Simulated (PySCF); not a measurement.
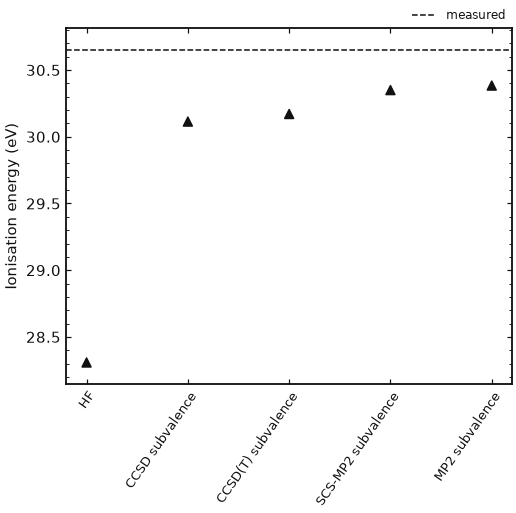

The ionisation energy of an atom or ion with 24 electrons in the configuration [Ar] 3d⁶ by several methods. PySCF, x2c-TZVPPall, spin-free X2C-1e, unrestricted single determinants, no spin-orbit coupling. Methods marked “subvalence” freeze 10 core electrons.

Q: Name the element and charge.

A: Fe III (Fe²⁺). The values run from 28.31 eV (HF) to 30.38 eV (MP2 subvalence). The measured value is 30.65 ± 0.01 eV; nearest to it come MP2 subvalence (−0.27) and SCS-MP2 subvalence (−0.30), furthest HF (−2.34 eV). These values lack spin-orbit coupling; with the first-order correction of +0.053 eV added, MP2 subvalence comes nearest (−0.21).
